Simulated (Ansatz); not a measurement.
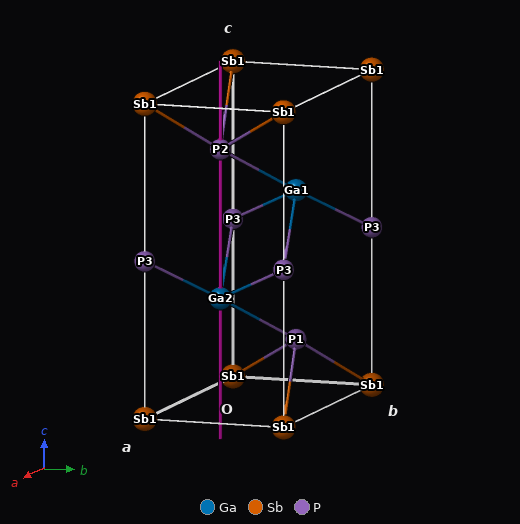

Crystal: Ga₂SbP₃, coordinates from a relaxation with DFT, r2SCAN+rVV10, plane waves, PAW (Ansatz). The coloured rod is the axis of a symmetry operation of the crystal. Symmetry computed with spglib at a tolerance of 0.002 Å; standard conventional cell.

a = 3.729 Å, b = 3.729 Å, c = 9.078 Å, α = 90.00°, β = 90.00°, γ = 120.00°.

```csv
atom,x,y,z
Ga1,0.3333,0.6667,0.6537
Ga2,0.6667,0.3333,0.3463
Sb1,0.0000,0.0000,0.0000
P1,0.3333,0.6667,0.1807
P2,0.6667,0.3333,0.8193
P3,0.0000,0.0000,0.5000
```

Take the operation x, y, z → −x+y+1, −x+1, z.

Question: What kind of operation is it, and where does it lie?

Answer: It is a 3-fold rotation, about the line along [0 0 1] through (2/3, 1/3, 1/2).

Question: Onto which atom does it carry each atom (up to whole multiples of a, b and c)?

Answer: Ga1 → Ga1, Ga2 → Ga2, Sb1 → Sb1, P1 → P1, P2 → P2, P3 → P3.

Question: What is the crystal's space group?

Answer: No. 164, P-3m1.
